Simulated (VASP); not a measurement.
Band structure of Li₃Cr (space group Pm-3m). Computed with PBE GGA, VASP's PBE PAW potentials (set 64) (plane waves; VASP).

The moments were started parallel, and other spin orders were not tried in this run.

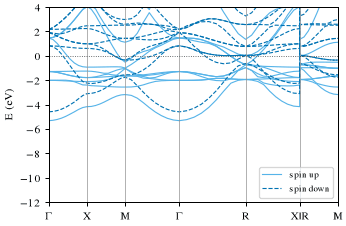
Figure. Bands along high-symmetry lines, zero at the valence-band maximum or, without a gap, the Fermi level

### Question
Read the plot: is there a gap, and where are the band edges?

### Answer
It has no gap at this level: it comes out as a metal or semimetal.

The structure was generated: Li3Cr was put into an ordered model structure, which need not be its known phase. The cell was not relaxed at this level.
